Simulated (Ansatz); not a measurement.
**CH₅FSi: density, localisation and related maps**

```xyz
8

C    -1.8383   -0.4512    1.0124
F    -0.2938    1.9382    0.8771
Si   -0.4088    0.5294    1.6886
H    -1.9319   -1.4080    1.5507
H    -1.6949   -0.6729   -0.0561
H    -2.7844    0.0995    1.1274
H    -0.6095    0.8581    3.1294
H     0.8811   -0.1971    1.5086
```

Geometry: PBE0-D3(BJ)/def2-SVP.

These are results of Ansatz 0.2.0, isolated molecule in a Gaussian basis; Kohn-Sham density functional theory, functional PBE0, not measurements.

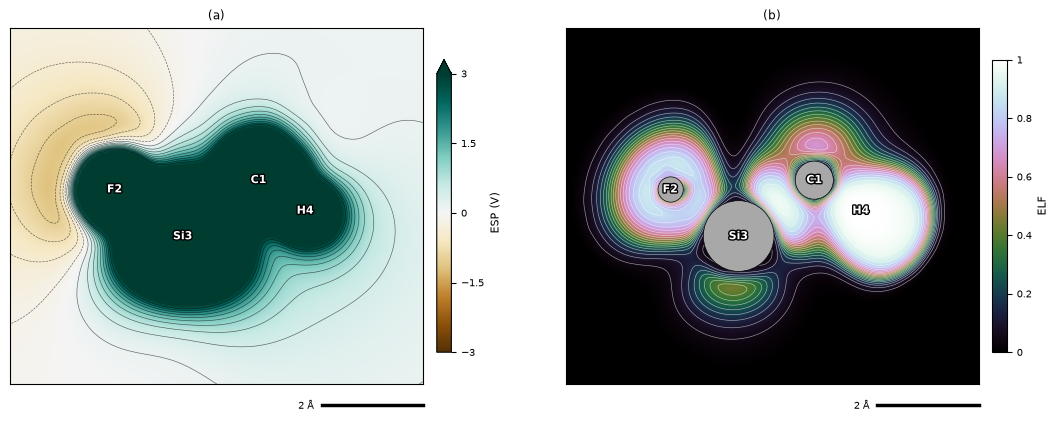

Figure 1. (a) electrostatic potential; (b) electron localisation function on the plane of atoms C1, Si3 and F2. Grey discs cover the atomic cores in the ELF map.

Q: Interpret the plot.

A:
- Atoms in the plane: C, F, Si and H.
- Si–F (1.63 Å): the ELF peaks at about 0.85 in the valence shell of F, 0.6 Å from its nucleus, and is about 0.55 at the midpoint.
- C–Si (1.86 Å): the ELF peaks at about 0.95 between the atoms: a covalent bond.
- C–H (1.10 Å): the ELF climbs to about 1 towards the hydrogen, as it does in any bond to H (an ordinary covalent bond to hydrogen).
- The ELF also peaks beside F2, away from the bonds: lone-pair regions.
- Outside the dense part of the molecule the potential is most negative (−1.2 V) near F2.

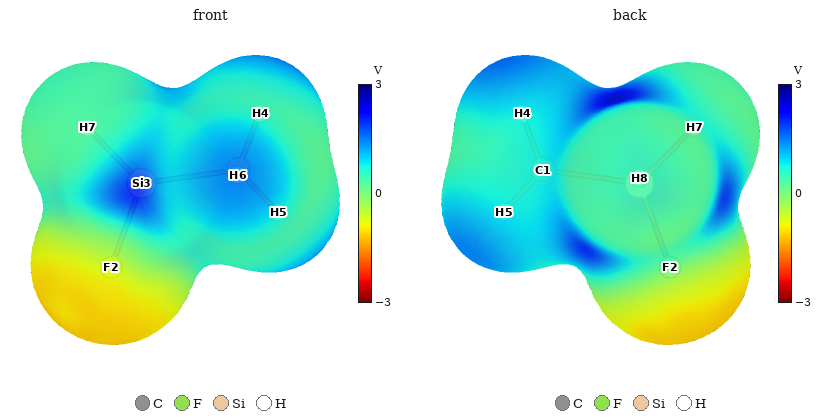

Figure 2. The electrostatic potential painted on the density surface at 0.004 e/bohr³, seen from the front and from behind; red is negative and blue positive.

Q: Where is the surface potential most negative and most positive?

A: The most negative region (about −1.2 V) lies over F2, the most positive (about +2.3 V) over Si3.

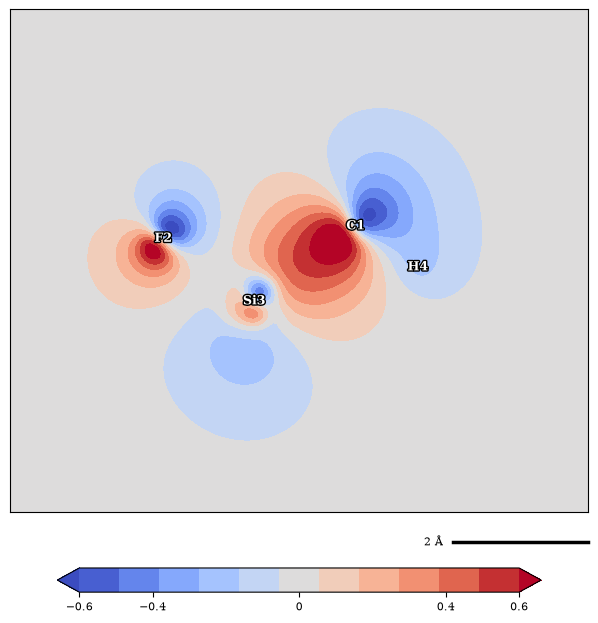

Figure 3. The HOMO on the plane of atoms Si3, C1 and H4 (values in Å⁻³ᐟ²; the overall sign is arbitrary).

Q: Describe this orbital and give its energy.

A: Its weight (Hirshfeld) is mainly on C1 (about 35 %), Si3 (about 25 %), F2 (about 10 %), H8 (about 5 %) and H7 (about 5 %). Its energy is −9.27 eV.
